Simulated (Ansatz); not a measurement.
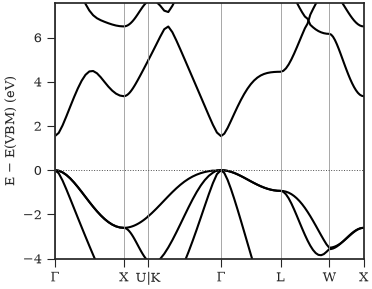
Figure. Band structure from the program Ansatz at the PBE level (PAW)

Read off the gap and where the band edges lie.

About 1.5 eV (1.54 eV by a search for the band edges); maximum at Γ, minimum at Γ.

Pick the material that matches.
A) GaN, zinc blende
B) CuI, zinc blende
C) BeTe, zinc blende
D) PbSe, rock salt

A, GaN, zinc blende

Space group F-43m (zinc blende). The cell was relaxed with PBE under the symmetry of its start. Scalar-relativistic: spin–orbit coupling is off unless named, which matters more the heavier the elements.

Potentials: the later of the program's two PAW sets.
